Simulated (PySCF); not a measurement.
SMILES O[SiH2]c1ccccc1, GFN2-xTB optimised geometry. Atoms within 1.6 Å of the plane z = 0.0 Å (x, y, z in Å): Si1 (-2.61, -0.27, 0.00), O2 (-3.21, -0.85, 1.40), C3 (-0.72, -0.27, 0.00), C4 (0.00, -0.40, 1.18), C5 (1.39, -0.38, 1.18), C6 (2.08, -0.23, -0.01), C7 (1.38, -0.09, -1.19), C8 (-0.01, -0.11, -1.18), H9 (-3.07, -1.08, -1.13), H10 (-3.16, 1.08, 0.00), H14 (3.16, -0.21, -0.01).

Computed with PBE0/def2-TZVP (PySCF). Cells within 0.4 Å of a nucleus heavier than hydrogen are left out (blank, or x).

Map of the electron localisation function on the plane z = 0.0 Å:

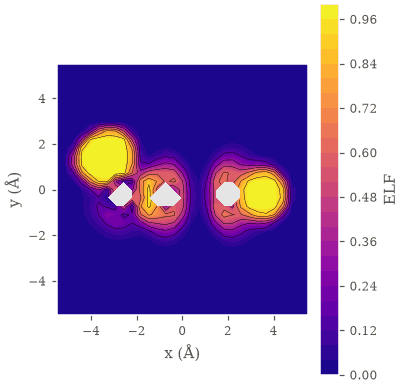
Fig. 1. Electron localisation function on the plane z = 0.0 Å.
